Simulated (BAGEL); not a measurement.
**TiCl4 (titanium tetrachloride) at B3LYP/cc-pVDZ (density fitting with qzvpp-jkfit)**

What is the energy change on altering one bond length of TiCl4 (titanium tetrachloride) at B3LYP/cc-pVDZ (density fitting with qzvpp-jkfit)? 

The calculation is run with BAGEL 1.2.2.

8 further runs of the same task are left out: 7 that didn't finish, 1 set aside as unsound or not needed.

## (1) The system as given

The species is TiCl4 (5 atoms), meant as a singlet with charge 0. As SMILES, `[Cl][Ti]([Cl])([Cl])[Cl]`. Geometry: relaxed at PBE0-D4/def2-TZVP.

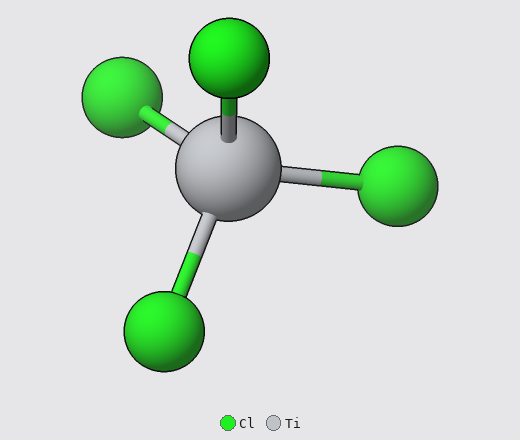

The structure, seen from a chosen angle (chlorine green, titanium light grey).

## (2) A single-point energy at B3LYP/cc-pVDZ (density fitting with qzvpp-jkfit)

input.json

```json
{ "bagel" : [

{
  "title" : "molecule",
  "basis" : "cc-pvdz.json",
  "df_basis" : "qzvpp-jkfit",
  "angstrom" : true,
  "geometry" : [
    { "atom" : "Cl", "xyz" : [      -1.024380,      -0.069130,       1.902540 ] },
    { "atom" : "Ti", "xyz" : [       0.000000,       0.000000,       0.000000 ] },
    { "atom" : "Cl", "xyz" : [       1.750310,      -1.266570,       0.077530 ] },
    { "atom" : "Cl", "xyz" : [      -1.326110,      -0.697940,      -1.558240 ] },
    { "atom" : "Cl", "xyz" : [       0.600180,       2.033630,      -0.421830 ] }
  ]
},

{
  "title" : "ks",
  "xc_func" : "b3lyp"
},

{
  "title" : "print",
  "file" : "orbitals.molden",
  "orbitals" : true
}

]}
```

The basis set cc-pVDZ is read from a file made from the Basis Set Exchange's data (not shown).

On the command line:

```
$ BAGEL_NUM_THREADS=1 BAGEL input.json > input.out
```

The program printed:

```text
* using 1 threads per process

  ===============================================================
  ===============================================================

  *** Geometry ***

  { "atom" : "Cl", "xyz" : [     -1.935798,     -0.130637,      3.595280 ] },
  { "atom" : "Ti", "xyz" : [      0.000000,      0.000000,      0.000000 ] },
  { "atom" : "Cl", "xyz" : [      3.307607,     -2.393470,      0.146510 ] },
  { "atom" : "Cl", "xyz" : [     -2.505985,     -1.318915,     -2.944647 ] },
  { "atom" : "Cl", "xyz" : [      1.134176,      3.843004,     -0.797143 ] },

  Number of auxiliary basis functions:      776

  Since a DF basis is specified, we compute 2- and 3-index integrals:
    o Being stored without compression. Storage requirement is 0.082 GB

  Number of basis functions:      115
  Number of electrons      :       90

    * METHOD: MOLECULE                             0.92

  *** Kohn-Sham DFT ***

    * Removing 10330 points whose weight is below 1.00e-10
    * Grid points: 64200

  === Nuclear Repulsion ===
   626.0973268588

       - DIIS with orbital gradients will be used.

  === KS iteration (b3lyp / cc-pvdz.json) ===
      0      -2596.29380561          0.15029640           0.74
      1      -2620.42946654          0.11726028           0.70
      2      -2571.85224077          0.13181661           0.69
      3      -2687.06930846          0.03470225           0.71
      4      -2669.66915922          0.10785232           0.71
      5      -2675.34683240          0.11617287           0.74
      6      -2675.29387461          0.11476536           0.73
      7      -2688.61359394          0.03849798           0.76
      8      -2684.17450185          0.10440206           0.76
      9      -2690.19421103          0.01921178           0.77
     10      -2689.67405712          0.03934391           0.73
     11      -2690.35455047          0.02004107           0.73
     12      -2690.64481445          0.00172732           0.74
     13      -2690.64051980          0.00307871           0.77
     14      -2690.65056965          0.00016065           0.75
     15      -2690.65061236          0.00013462           0.76
     16      -2690.65063123          0.00005482           0.77
     17      -2690.65063527          0.00000761           0.78
     18      -2690.65063533          0.00000099           0.75
     19      -2690.65063533          0.00000081           0.73
     20      -2690.65063533          0.00000020           0.75
     21      -2690.65063533          0.00000013           0.74
     22      -2690.65063533          0.00000002           0.72
     23      -2690.65063533          0.00000001           0.72
     24      -2690.65063533          0.00000000           0.74
    * SCF iteration converged.

    * Permanent dipole moment:
           (    0.000029,    -0.000021,    -0.000036) a.u.

    * METHOD: KS                                  19.00

    * METHOD: PRINT                                0.03

  ===============================================================
```

Run time: 20 s. Hardware: 1 thread of Arm Neoverse V1, shared host; peak memory 0.5 GiB.

## (3) The distorted shape

calc.json

```json
{ "bagel" : [

{
  "title" : "molecule",
  "basis" : "cc-pvdz.json",
  "df_basis" : "qzvpp-jkfit",
  "angstrom" : "true",
  "geometry" : [
    { "atom" : "Cl", "xyz" : [      -0.626526,       0.140263,       2.370036 ] },
    { "atom" : "Ti", "xyz" : [       0.397854,       0.209393,       0.467496 ] },
    { "atom" : "Cl", "xyz" : [       2.148164,      -1.057177,       0.545026 ] },
    { "atom" : "Cl", "xyz" : [      -1.326110,      -0.697940,      -1.558240 ] },
    { "atom" : "Cl", "xyz" : [       0.998034,       2.243023,       0.045666 ] }
  ]
},

{ "title" : "ks", "xc_func" : "b3lyp" },

{ "title" : "print", "file" : "orbitals.molden", "orbitals" : "true" }

]}
```

The basis set cc-pVDZ is read from a file made from the Basis Set Exchange's data (not shown).

On the command line:

```
$ BAGEL_NUM_THREADS=1 BAGEL calc.json > calc.out
```

The program printed:

```text
* using 1 threads per process

  ===============================================================
  ===============================================================

  *** Geometry ***

  { "atom" : "Cl", "xyz" : [     -1.183963,      0.265059,      4.478719 ] },
  { "atom" : "Ti", "xyz" : [      0.751835,      0.395695,      0.883439 ] },
  { "atom" : "Cl", "xyz" : [      4.059442,     -1.997775,      1.029950 ] },
  { "atom" : "Cl", "xyz" : [     -2.505985,     -1.318915,     -2.944647 ] },
  { "atom" : "Cl", "xyz" : [      1.886011,      4.238699,      0.086296 ] },

  Number of auxiliary basis functions:      776

  Since a DF basis is specified, we compute 2- and 3-index integrals:
    o Being stored without compression. Storage requirement is 0.082 GB

  Number of basis functions:      115
  Number of electrons      :       90

    * METHOD: MOLECULE                             0.89

  *** Kohn-Sham DFT ***

    * Removing 9728 points whose weight is below 1.00e-10
    * Grid points: 64802

  === Nuclear Repulsion ===
   587.5411879953

       - DIIS with orbital gradients will be used.

  === KS iteration (b3lyp / cc-pvdz.json) ===
      0      -2609.88633947          0.12148515           0.74
      1      -2535.95418097          0.08591377           0.72
      2      -2435.34651014          0.12701067           0.72
      3      -2653.79411509          0.07859098           0.74
      4      -2671.52133259          0.05026851           0.72
      5      -2668.02659066          0.10842331           0.71
      6      -2667.47295881          0.11184307           0.74
      7      -2582.62233729          0.12194940           0.76
      8      -2681.13423444          0.07829902           0.75
      9      -2685.13615728          0.05373319           0.70
     10      -2672.63584295          0.05993312           0.76
     11      -2689.54793517          0.02269754           0.76
     12      -2687.59660576          0.06986033           0.75
     13      -2690.47046403          0.00797714           0.75
     14      -2690.58783881          0.00294296           0.78
     15      -2690.59831591          0.00073740           0.79
     16      -2690.59845399          0.00067395           0.77
     17      -2690.59949656          0.00014149           0.79
     18      -2690.59950992          0.00011160           0.79
     19      -2690.59952150          0.00002896           0.78
     20      -2690.59952263          0.00001646           0.78
     21      -2690.59952307          0.00000423           0.80
     22      -2690.59952309          0.00000378           0.80
     23      -2690.59952312          0.00000131           0.78
     24      -2690.59952312          0.00000253           0.79
     25      -2690.59952312          0.00000060           0.81
     26      -2690.59952312          0.00000036           0.77
     27      -2690.59952312          0.00000018           0.73
     28      -2690.59952312          0.00000006           0.72
     29      -2690.59952312          0.00000005           0.71
     30      -2690.59952312          0.00000003           0.69
     31      -2690.59952312          0.00000003           0.72
     32      -2690.59952312          0.00000001           0.75
    * SCF iteration converged.

    * Permanent dipole moment:
           (   -0.810848,    -0.426786,    -0.952844) a.u.

    * METHOD: KS                                  25.41

    * METHOD: PRINT                                0.03

  ===============================================================
```

Wall time 27 s (1 thread of Arm Neoverse V1, shared host); peak memory 0.51 GiB.

## (4) Outcome

At B3LYP/cc-pVDZ (density fitting with qzvpp-jkfit):

| quantity | value |
| --- | --- |
| first shape: total energy | -2690.65064 Eh |
| first shape: dipole moment | 0.00 D |
| first shape: HOMO energy | -9.36 eV |
| first shape: LUMO energy | -4.08 eV |
| first shape: HOMO–LUMO gap | 5.28 eV |
| distorted shape: total energy | -2690.59952 Eh |
| distorted shape: dipole moment | 3.36 D |
| distorted shape: HOMO energy | -8.07 eV |
| distorted shape: LUMO energy | -4.91 eV |
| distorted shape: HOMO–LUMO gap | 3.16 eV |
| energy change with the Ti2–Cl4 bond stretched from 2.162 to 2.811 Å | 1.391 eV |

With the Ti2–Cl4 bond stretched from 2.162 to 2.811 Å the energy rises by 1.39 eV (134 kJ/mol). The first shape isn't relaxed at this level, so the change isn't measured from a minimum.
